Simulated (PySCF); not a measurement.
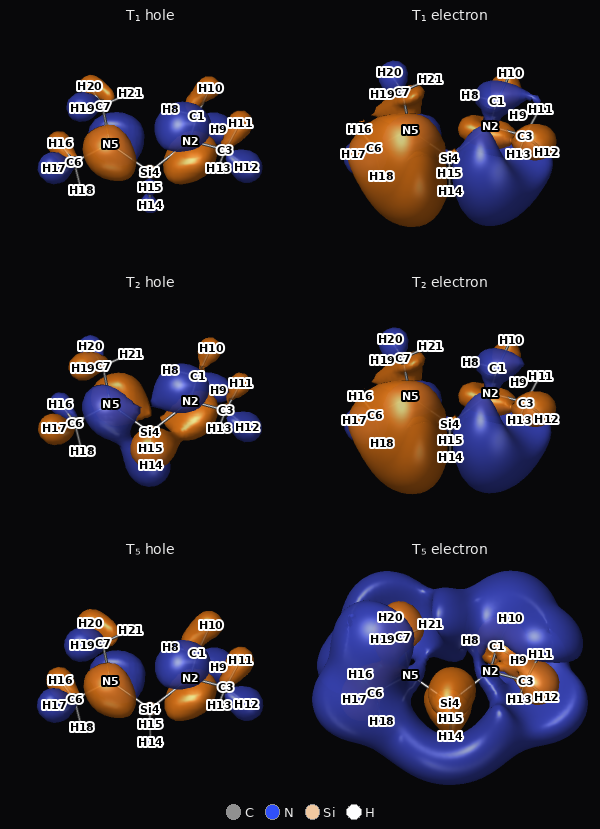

*C₄H₁₄N₂Si, SMILES `CN(C)[SiH2]N(C)C`. Leading natural transition orbitals (TDA triplet states).*

PySCF calculation, BHandHLYP/6-31G*, gas phase; geometry: GFN2-xTB. No frequency check shows the geometry to be a minimum. Without diffuse functions Rydberg states are missing, so the states' numbers hold for this basis only.

Cartesian coordinates (Å):

```
C1      -1.4992    1.1971    0.8821
N2      -1.3711    0.0939   -0.0377
C3      -2.6504   -0.3934   -0.4770
Si4      0.0003   -0.9438    0.0006
N5       1.3709    0.0939    0.0371
C6       2.6503   -0.3941    0.4755
C7       1.4990    1.1987   -0.8808
H8      -0.5130    1.5237    1.1981
H9      -2.0780    0.9166    1.7714
H10     -2.0134    2.0320    0.3944
H11     -3.2166    0.4160   -0.9481
H12     -3.2474   -0.7830    0.3580
H13     -2.5117   -1.1919   -1.2001
H14      0.1563   -1.7914    1.1916
H15     -0.1564   -1.7893   -1.1956
H16      3.2164    0.4146    0.9480
H17      3.2473   -0.7822   -0.3602
H18      2.5116   -1.1938    1.1972
H19      2.0778    0.9198   -1.7706
H20      2.0131    2.0328   -0.3916
H21      0.5127    1.5258   -1.1962
```

**Describe these excited states.**

By state:
- T₁: 6.51 eV (191 nm), spin-forbidden from the singlet ground state; the leading pair carries 93 %; hole on N2 and N5 (29 % each) and Si4 (8 %), electron on Si4 (40 %), N2 and N5 (7 % each) and H14 and H15 (7 % each); their centroids lie 1.2 Å apart; T₂ lies within 0.1 eV of it.
- T₂: 6.59 eV (188 nm), spin-forbidden from the singlet ground state; the leading pair carries 91 %; hole on N2 and N5 (26 % each) and Si4 (11 %), electron on Si4 (40 %), N2 and N5 (7 % each) and H14 and H15 (7 % each); their centroids lie 1.0 Å apart; T₁ lies within 0.1 eV of it.
- T₅: 8.17 eV (152 nm), spin-forbidden from the singlet ground state, partly diffuse acceptor orbital, which a basis without diffuse functions describes poorly; the leading pair carries 69 %; hole on N2 and N5 (25 % each) and Si4 (9 %), electron on Si4 (15 %), C1 and C7 (7 % each) and H9, H10, H19 and H20 (7 % each) (atom shares of so diffuse an orbital are rough) (shares are of the whole state, not of the leading pair alone); their centroids lie 0.2 Å apart; T₆ lies within 0.1 eV of it.
